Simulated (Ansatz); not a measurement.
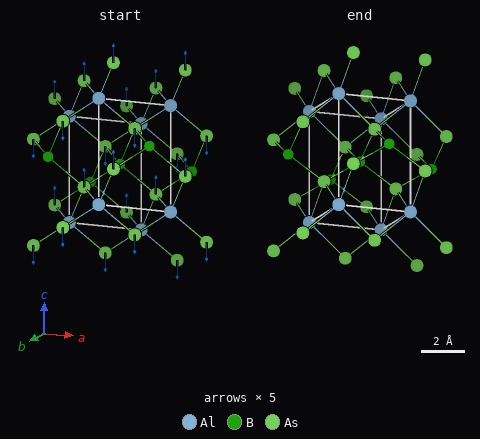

The structure of a crystal of AlBAs2 (a generated structure, set up in P-4m2) (coarse preliminary run) before (left) and after (right) a relaxation, at one scale. The blue arrows give the displacements (the part carried along by the change of the cell is left out), magnified 5 times.

The picture is a ball-and-stick view of the cell of the calculation, seen from a free direction.

These are results of DFT PBE, scalar-relativistic, plane waves, PAW in Ansatz, not measurements.

Input
```yaml
crystal:
  lattice:
    - [3.69040054, 0.0, 0.0]
    - [0.0, 3.69040054, 0.0]
    - [0.0, 0.0, 5.21901449]
  atoms:
    - { symbol: Al, position: [0.0, 0.0, 0.0] }
    - { symbol: B, position: [0.5, 0.5, 0.5] }
    - { symbol: As, position: [0.5, 0.0, 0.75] }
    - { symbol: As, position: [0.0, 0.5, 0.25] }
basis:
  ecutwfc: 420
kpoints:
  mp_grid: { grid: [6, 6, 4] }
hamiltonian:
  xc: pbe
scf:
  occupations: { method: gaussian, width: 0.1 }
  lower_state_search: "off"
output:
  forces: true
  stress: true
  eigenvalues: true
relax:
  adjacent_minimum: "off"
  f_tol: 0.04
  max_steps: 70
  cell: { stress_tol: 0.4 }
```

Run as
```bash
ansatz run input.yaml --threads 1 --pin off --max-ram 2560MiB --backend cpu --events-out ev --progress --plain --runs-dir out
```

Question: What changed between the two?

Answer: After 3 accepted moves (4 points after the start) the energy has fallen by 209 meV per atom. The largest force component goes from 3.8 to 0.03 eV/Å. The pressure goes from 8.23 to 0.02 GPa. The SCF was repeated once at an unchanged geometry on a basis and grid sized afresh for the cell, which shifted the energy by 0.4 meV per atom at most. The largest moves relative to the cell, 0.21 Å, are those of As3 and As4. As3 goes along −c. B and Al stay in place. The volume changes by +4.0 %, with a = b 3.690 → 3.683 Å (−0.2 %), c 5.219 → 5.451 Å (+4.4 %). Among the contacts that change: Al1–As3 2.260 → 2.420 Å, B2–As3 2.260 → 2.174 Å. Bond angles that change, for instance: As3–Al1–As3 109.5° → 99.1°, Al1–As4–Al1 109.5° → 99.1°, As3–B2–As3 109.5° → 115.8°. The space group stays P-4m2 (No. 115).
